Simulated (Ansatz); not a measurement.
**CH4AlBO: from a rough start to a minimum**

What shape does CH4AlBO take? The plan is to relax it, then compute its harmonic vibrations to see whether it is a minimum and to get the zero-point energy and entropy, and look at its orbitals and charge.

The runs use Ansatz 0.2.0, Gaussian basis; RKS PBE0-D4/def2-TZVP.

Plan: relaxation at PBE-D4/def2-SVP; relaxation at PBE0-D4/def2-TZVP; harmonic vibrations at the same level; a single point in def2-TZVPP for the fields.

1 further run of the same task is left out (it didn't finish).

### 1 Where the work starts

SMILES `C[B]1[O][AlH]1`, 8 atoms, charge 0, spin multiplicity 1.

Atoms are counted from 1 here; the program's logs count them from 0.

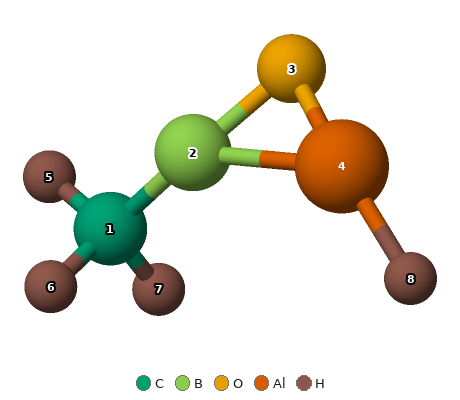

The starting geometry (carbon teal, boron green, oxygen amber, aluminium orange, hydrogen brown); atoms are numbered from 1 in the order of the file.

The start is a force-field geometry with small random shifts, so a cheaper pass at PBE-D4/def2-SVP comes first.

### 2 Optimising with PBE-D4/def2-SVP (cheap first pass)

Input file in.yaml:

```yaml
crystal:
  periodic: [false, false, false]
  atoms:
    - {symbol: C, position_ang: [-0.237500, 1.204100, -0.320800]}
    - {symbol: B, position_ang: [0.543900, 0.061800, 0.308500]}
    - {symbol: O, position_ang: [1.633700, -0.920700, 0.225000]}
    - {symbol: Al, position_ang: [0.397900, -1.971500, 0.660200]}
    - {symbol: H, position_ang: [0.363800, 2.136600, -0.451700]}
    - {symbol: H, position_ang: [-1.149900, 1.504600, 0.319500]}
    - {symbol: H, position_ang: [-0.626100, 0.944200, -1.329500]}
    - {symbol: H, position_ang: [-0.833600, -3.016200, 0.532900]}
basis:
  gaussian: {orbitals: def2-SVP}
hamiltonian: {xc: pbe, dispersion: d4}
relax: {f_tol: 0.03, max_steps: 200}
```

On the command line:

```
$ ansatz run in.yaml --threads 2 --pin off --events-out ev --progress --plain --max-ram 4352MiB
```

Output, cut to the lines that bear on the results:

```text
Functional definition: PBE
  name "PBE"
  cite "Perdew, Burke & Ernzerhof, Phys. Rev. Lett. 77, 3865 (1996) doi:10.1103/PhysRevLett.77.3865"
  parent pbe
[...]
880 factors; their error is unknown
[...]
mean field -10407.38492447 eV, -382.4643415953 hartree, gradient 4.7e-5 eV, S^2 0.000000; 1 other end points of the search recorded, 0 dependent functions left out
[...]
reference -10407.38496546 eV, -382.4643431017 hartree; 18, 18 occupied and 62, 62 virtual orbitals, 880 factors
relax step   1: F+E_penalty+E_count = -10407.51235190 eV  Δ(F+E_penalty+E_count) = +0.000e0 eV  max|allowed force component| = 4.283e0 eV/Å  Δτ_max = 0.0000 Å  (48 SCF iters, accepted)
[...]
relax step   4: F+E_penalty+E_count = -10409.39617700 eV  Δ(F+E_penalty+E_count) = -2.976e-1 eV  max|allowed force component| = 7.455e-1 eV/Å  Δτ_max = 0.1950 Å  (29 SCF iters, accepted)
[...]
relax step   7: F+E_penalty+E_count = -10409.79697963 eV  Δ(F+E_penalty+E_count) = -8.031e-2 eV  max|allowed force component| = 3.355e-1 eV/Å  Δτ_max = 0.2000 Å  (30 SCF iters, accepted)
[...]
relax step  10: F+E_penalty+E_count = -10409.84606945 eV  Δ(F+E_penalty+E_count) = -1.805e-2 eV  max|allowed force component| = 1.494e-1 eV/Å  Δτ_max = 0.0975 Å  (29 SCF iters, accepted)
[...]
relax step  13: F+E_penalty+E_count = -10409.85225785 eV  Δ(F+E_penalty+E_count) = -2.951e-3 eV  max|allowed force component| = 2.825e-2 eV/Å  Δτ_max = 0.0617 Å  (30 SCF iters, accepted)
[...]
relax step  14: F+E_penalty+E_count = -10409.85264991 eV  Δ(F+E_penalty+E_count) = -3.921e-4 eV  max|allowed force component| = 1.507e-1 eV/Å  Δτ_max = 0.0391 Å  (28 SCF iters, accepted)
[...]
relax step  15: F+E_penalty+E_count = -10409.85337380 eV  Δ(F+E_penalty+E_count) = -7.239e-4 eV  max|allowed force component| = 1.513e-2 eV/Å  Δτ_max = 0.0313 Å  (28 SCF iters, accepted)
880 factors; their error is unknown
[...]
mean field -10409.72754580 eV, -382.5504313414 hartree, gradient 1.4e-5 eV, S^2 0.000000; 1 other end points of the search recorded, 0 dependent functions left out
[...]
reference -10409.72758472 eV, -382.5504327716 hartree; 18, 18 occupied and 62, 62 virtual orbitals, 880 factors
Total energy: -10409.85341271 eV, -382.5550568652 hartree
Atom 0 at    -0.186354     1.364465    -0.365474 Å, force    -0.009011     0.015129    -0.007643 eV/Å
Atom 1 at     0.094683    -0.115668     0.029345 Å, force     0.002952    -0.012365     0.004028 eV/Å
Atom 2 at     1.140603    -0.888933     0.280899 Å, force     0.004677     0.008283     0.001531 eV/Å
Atom 3 at    -0.325275    -2.075032     0.504038 Å, force    -0.008176     0.010455    -0.004671 eV/Å
Atom 4 at     0.750266     1.959461    -0.403003 Å, force     0.002466    -0.003082    -0.000845 eV/Å
Atom 5 at    -0.890069     1.835014     0.351244 Å, force     0.001930    -0.001342     0.008657 eV/Å
Atom 6 at    -0.679557     1.405578    -1.359101 Å, force     0.002170    -0.003763    -0.004020 eV/Å
Atom 7 at     0.187904    -3.541986     0.906151 Å, force     0.002993    -0.013315     0.002963 eV/Å
Dipole moment:    -0.201689     0.115846    -0.043236 e Å
```

Wall time 21 s (2 threads of Arm Neoverse V1, shared host).

Along the way: (the energy doesn't fall at every step)

```csv
step,energy from step 1 (eV),largest force component (eV/Å)
1,0.0000,4.2830
2,-1.0734,2.3938
3,-1.5862,1.1523
4,-1.8838,0.7455
5,-2.0762,0.5496
6,-2.2043,0.5928
7,-2.2846,0.3355
8,-2.3157,0.3845
9,-2.3002,0.7250
10,-2.3337,0.1494
11,-2.3352,0.3579
12,-2.3370,0.1880
13,-2.3399,0.0283
14,-2.3403,0.1507
15,-2.3410,0.0151
```

The force was under the threshold of 0.03 eV/Å already at step 13, but the program went on to step 15.

Distances of close pairs at the start and the end, largest changes first:

```csv
bond,before (Å),after (Å),change (Å)
O3–Al4,1.680,1.899,+0.219
B2–O3,1.470,1.325,-0.145
C1–H6,1.154,1.109,-0.045
C1–B2,1.520,1.557,+0.037
Al4–H8,1.620,1.605,-0.015
B2–Al4,2.069,2.059,-0.009
C1–H5,1.117,1.110,-0.007
C1–H7,1.112,1.110,-0.002
```

### 3 Geometry optimisation, PBE0-D4/def2-TZVP

Input file in.yaml:

```yaml
crystal:
  periodic: [false, false, false]
  atoms:
    - {symbol: C, position_ang: [-0.186354, 1.364465, -0.365474]}
    - {symbol: B, position_ang: [0.094683, -0.115668, 0.029345]}
    - {symbol: O, position_ang: [1.140603, -0.888933, 0.280899]}
    - {symbol: Al, position_ang: [-0.325275, -2.075032, 0.504038]}
    - {symbol: H, position_ang: [0.750266, 1.959461, -0.403003]}
    - {symbol: H, position_ang: [-0.890069, 1.835014, 0.351244]}
    - {symbol: H, position_ang: [-0.679557, 1.405578, -1.359101]}
    - {symbol: H, position_ang: [0.187904, -3.541986, 0.906151]}
basis:
  gaussian: {orbitals: def2-TZVP}
hamiltonian: {xc: pbe0, dispersion: d4}
relax: {f_tol: 0.005, max_steps: 150}
```

Launched as before.

Output, cut to the lines that bear on the results:

```text
Functional definition: PBE0
  name "PBE0"
  cite "Adamo & Barone, J. Chem. Phys. 110, 6158 (1999) doi:10.1063/1.478522"
  cite "Perdew, Burke & Ernzerhof, Phys. Rev. Lett. 77, 3865 (1996) doi:10.1103/PhysRevLett.77.3865"
  parent pbe
[...]
955 factors; their error is unknown
[...]
mean field -10417.21565677 eV, -382.8256143439 hartree, gradient 4.8e-5 eV, S^2 0.000000; 0 other end points of the search recorded, 0 dependent functions left out
[...]
reference -10417.21568970 eV, -382.8256155542 hartree; 18, 18 occupied and 136, 136 virtual orbitals, 955 factors
relax step   1: F+E_penalty+E_count = -10417.32163890 eV  Δ(F+E_penalty+E_count) = +0.000e0 eV  max|allowed force component| = 9.157e-1 eV/Å  Δτ_max = 0.0000 Å  (28 SCF iters, accepted)
[...]
reference -10417.26788463 eV, -382.8275336823 hartree; 18, 18 occupied and 136, 136 virtual orbitals, 955 factors
Total energy: -10417.37434874 eV, -382.8314461662 hartree
Atom 0 at    -0.191184     1.356932    -0.370645 Å, force     0.000639    -0.000232    -0.001343 eV/Å
Atom 1 at     0.050704    -0.120880     0.025394 Å, force     0.001474    -0.001047     0.003284 eV/Å
Atom 2 at     1.119756    -0.856479     0.319430 Å, force    -0.001034     0.002003    -0.001260 eV/Å
Atom 3 at    -0.228048    -2.061095     0.485688 Å, force    -0.000267     0.000338    -0.001669 eV/Å
Atom 4 at     0.745729     1.920016    -0.416699 Å, force    -0.000150    -0.000938     0.000231 eV/Å
Atom 5 at    -0.861261     1.837966     0.347489 Å, force    -0.000141    -0.000728    -0.000282 eV/Å
Atom 6 at    -0.688845     1.412905    -1.342927 Å, force    -0.000314     0.000361     0.000442 eV/Å
Atom 7 at     0.145349    -3.546467     0.896369 Å, force    -0.000208     0.000242     0.000597 eV/Å
Dipole moment:    -0.230788     0.013888    -0.026683 e Å
```

Run time: 42 s. Hardware: 2 threads of Arm Neoverse V1, shared host.

The steps of the relaxation:

```csv
step,energy from step 1 (eV),largest force component (eV/Å)
1,0.0000,0.9157
2,-0.0302,0.4257
3,-0.0454,0.3222
4,-0.0453,0.1692
5,-0.0494,0.0928
6,-0.0509,0.1349
7,-0.0524,0.0280
8,-0.0526,0.0214
9,-0.0526,0.0087
10,-0.0526,0.0145
11,-0.0526,0.0061
12,-0.0527,0.0042
13,-0.0527,0.0074
14,-0.0527,0.0033
```

The force was under the threshold of 0.005 eV/Å already at step 12, but the program went on to step 14.

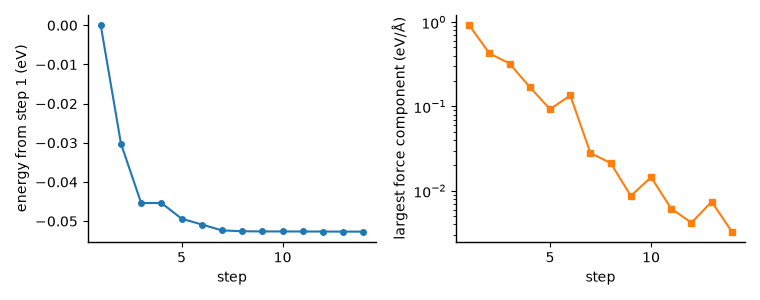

Energy and force, step by step.

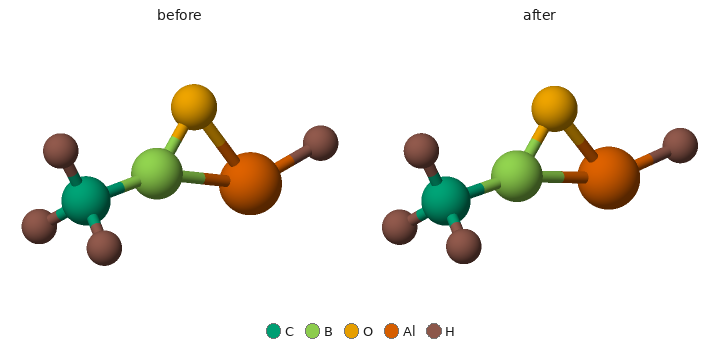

Before and after, at one scale.

Distances of close pairs at the start and the end, largest changes first:

```csv
bond,before (Å),after (Å),change (Å)
O3–Al4,1.899,1.815,-0.083
B2–Al4,2.059,2.013,-0.046
Al4–H8,1.605,1.586,-0.020
C1–H7,1.110,1.094,-0.016
C1–H5,1.110,1.094,-0.016
C1–H6,1.109,1.094,-0.016
C1–B2,1.557,1.549,-0.008
B2–O3,1.325,1.331,+0.006
```

Mulliken charges of the relaxed molecule (report file):

```csv
atom,value (e)
C1,-0.40
B2,0.17
O3,-0.29
Al4,0.16
H5,0.14
H6,0.15
H7,0.15
H8,-0.08
```

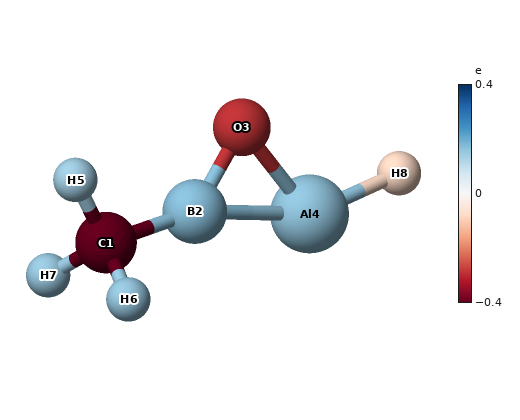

Mulliken charges of the relaxed molecule (report file), as colours on the atoms.

### 4 Force constants and modes

Input file in.yaml:

```yaml
crystal:
  periodic: [false, false, false]
  atoms:
    - {symbol: C, position_ang: [-0.191184, 1.356932, -0.370645]}
    - {symbol: B, position_ang: [0.050704, -0.120880, 0.025394]}
    - {symbol: O, position_ang: [1.119756, -0.856479, 0.319430]}
    - {symbol: Al, position_ang: [-0.228048, -2.061095, 0.485688]}
    - {symbol: H, position_ang: [0.745729, 1.920016, -0.416699]}
    - {symbol: H, position_ang: [-0.861261, 1.837966, 0.347489]}
    - {symbol: H, position_ang: [-0.688845, 1.412905, -1.342927]}
    - {symbol: H, position_ang: [0.145349, -3.546467, 0.896369]}
basis:
  gaussian: {orbitals: def2-TZVP}
hamiltonian: {xc: pbe0, dispersion: d4}
phonons: {temperatures: {t_min: 298.15, t_max: 900, t_step: 200}}
```

Launched as before.

Output, cut to the lines that bear on the results:

```text
Functional definition: PBE0
  name "PBE0"
  cite "Adamo & Barone, J. Chem. Phys. 110, 6158 (1999) doi:10.1063/1.478522"
  cite "Perdew, Burke & Ernzerhof, Phys. Rev. Lett. 77, 3865 (1996) doi:10.1103/PhysRevLett.77.3865"
  parent pbe
[...]
955 factors; their error is unknown
[...]
mean field -10417.26785345 eV, -382.8275325364 hartree, gradient 2.6e-5 eV, S^2 0.000000; 0 other end points of the search recorded, 0 dependent functions left out
[...]
reference -10417.26788628 eV, -382.8275337430 hartree; 18, 18 occupied and 136, 136 virtual orbitals, 955 factors
[...]
955 factors; their error is unknown
mean field -10417.26769150 eV, -382.8275265851 hartree, gradient 2.2e-6 eV, S^2 0.000000; 0 other end points of the search recorded, 0 dependent functions left out
[...]
reference -10417.26772434 eV, -382.8275277918 hartree; 18, 18 occupied and 136, 136 virtual orbitals, 955 factors
[...]
Atom 0 at    -0.191184     1.356932    -0.370645 Å, force     0.000619    -0.000218    -0.001354 eV/Å
Atom 1 at     0.050704    -0.120880     0.025394 Å, force     0.001495    -0.001080     0.003278 eV/Å
Atom 2 at     1.119756    -0.856479     0.319430 Å, force    -0.001055     0.002022    -0.001257 eV/Å
Atom 3 at    -0.228048    -2.061095     0.485688 Å, force    -0.000264     0.000343    -0.001672 eV/Å
Atom 4 at     0.745729     1.920016    -0.416699 Å, force    -0.000141    -0.000932     0.000229 eV/Å
Atom 5 at    -0.861261     1.837966     0.347489 Å, force    -0.000133    -0.000733    -0.000285 eV/Å
Atom 6 at    -0.688845     1.412905    -1.342927 Å, force    -0.000310     0.000361     0.000461 eV/Å
Atom 7 at     0.145349    -3.546467     0.896369 Å, force    -0.000210     0.000237     0.000600 eV/Å
Dipole moment:    -0.230789     0.013887    -0.026682 e Å
Vibrations: 75.62 240.86 255.94 391.00 407.10 533.76 614.42 828.91 837.00 990.69 1300.55 1429.47 1437.86 1479.60 1915.85 3040.12 3121.98 3125.87 cm⁻¹, zero-point energy 1.365476 eV
```

Wall time 92 s (2 threads of Arm Neoverse V1, shared host).

Motions are named by where the mode's potential energy lies. Wavenumbers, unscaled:

```csv
mode,cm⁻¹,motion
1,76,torsion
2,241,bend
3,256,torsion
4,391,bend
5,407,out-of-plane bend
6,534,bend
7,614,Al–O stretch with bend
8,829,bend
9,837,bend with torsion
10,991,bend with B–C stretch
11,1301,bend
12,1429,bend
13,1438,bend
14,1480,B–O stretch with bend
15,1916,Al–H stretch
16,3040,C–H stretch
17,3122,C–H stretch
18,3126,C–H stretch
```

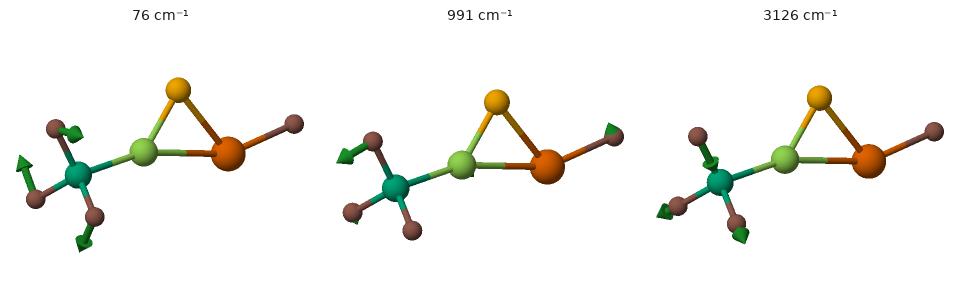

Displacements of 3 modes, as arrows.

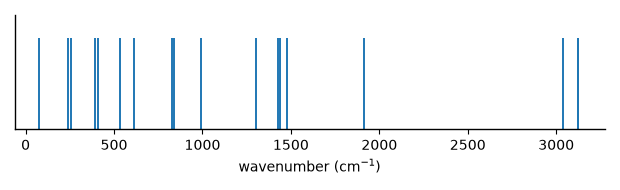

The harmonic wavenumbers as sticks (no intensities were computed).

Ideal gas, rigid rotor and harmonic oscillator at 298.15 K and 1 bar, with symmetry number 1:

```csv
term,value
zero-point energy,131.7 kJ/mol
H(298) − E,149.4 kJ/mol
"entropy, translation",161.8 J/(mol K)
"entropy, rotation",103.5 J/(mol K)
"entropy, vibration",45.9 J/(mol K)
"entropy, total",311.1 J/(mol K)
```

### 5 Fields at the relaxed geometry

in.yaml: that of step 4 with these lines changed.

```diff
@@ -12,4 +12,4 @@
 basis:
-  gaussian: {orbitals: def2-TZVP}
+  gaussian: {orbitals: def2-TZVPP}
 hamiltonian: {xc: pbe0, dispersion: d4}
-phonons: {temperatures: {t_min: 298.15, t_max: 900, t_step: 200}}
+output: {orbitals: {seedname: orbitals}}
```

Same command.

Output:

```text
Functional definition: PBE0
  name "PBE0"
  cite "Adamo & Barone, J. Chem. Phys. 110, 6158 (1999) doi:10.1063/1.478522"
  cite "Perdew, Burke & Ernzerhof, Phys. Rev. Lett. 77, 3865 (1996) doi:10.1103/PhysRevLett.77.3865"
  parent pbe
  parameter a = 0.25
  parameter kappa = 0.804
  parameter beta = 0.06672455060314922
  exchange = (1 - a)*pbe_x(kappa = kappa, mu = beta*pi^2/3) + a*exact_x
  correlation = pbe_c(beta = beta)
1036 factors; their error is unknown
mean field evaluation 1: about -10406.0380 eV, gradient 7.2e1 eV
mean field evaluation 2: about -10354.0481 eV, gradient 1.6e2 eV
mean field evaluation 4: about -10416.8821 eV, gradient 1.5e1 eV
mean field evaluation 8: about -10417.2913 eV, gradient 4.9e-2 eV
mean field evaluation 16: about -10417.3025 eV, gradient 2.6e-5 eV
mean field -10417.30247742 eV, -382.8288049441 hartree, gradient 2.6e-5 eV, S^2 0.000000; 0 other end points of the search recorded, 0 dependent functions left out
reference -10417.30251059 eV, -382.8288061628 hartree; 18, 18 occupied and 173, 173 virtual orbitals, 1036 factors
Total energy: -10417.40897469 eV, -382.8327186466 hartree
```

Wall time 2.6 s (2 threads of Arm Neoverse V1, shared host).

Orbitals, density, ELF and potential are computed afterwards from the orbital file.

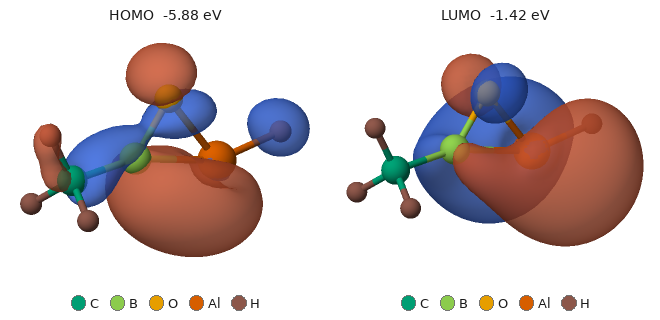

Frontier orbitals at PBE0-D4/def2-TZVPP; each surface holds 70 % of the orbital's density, blue and red mark the sign.

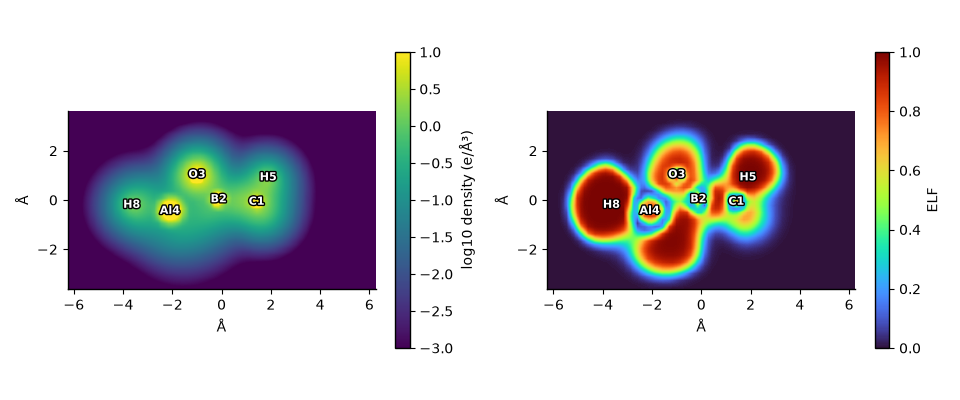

Density (left) and ELF (right) in a plane through or near 6 of the atoms.

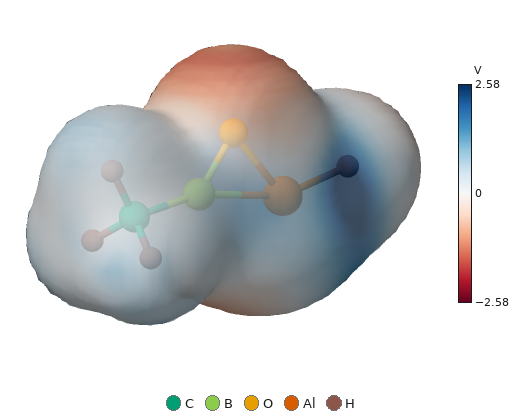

The potential that a unit positive charge feels on the 0.002 e/bohr³ surface, from the 1st to the 99th percentile, from -1.31 V near O3 to 2.58 V near Al4.

### 6 Summary of results

| quantity | value |
| --- | --- |
| point group | Cs |
| steps | 15 + 14 |
| shift from the start (rms) | 0.618 Å |
| total energy | -10417.3743 eV |
| dispersion term | -106 meV |
| dipole moment | 1.12 D |
| lowest, highest wavenumber | 76, 3126 cm⁻¹ |
| zero-point energy | 131.7 kJ/mol |
| entropy at 298.15 K | 311.1 J/(mol K) |
| HOMO, LUMO | -5.88, -1.42 eV |

The atoms moved 0.62 Å (rms) from the start; the bond that changed most is B2–O3, from 1.470 to 1.331 Å. No mode is imaginary: a true minimum at this level. The stiffest mode, 3126 cm⁻¹, is a C–H stretch. Harmonic hybrid wavenumbers usually lie a few per cent above measured fundamentals. The largest Mulliken charge, -0.40 e, sits on C1. The HOMO lies mostly on Al4 38 %; B2 26 % and the LUMO on Al4 59 %; H8 16 %.
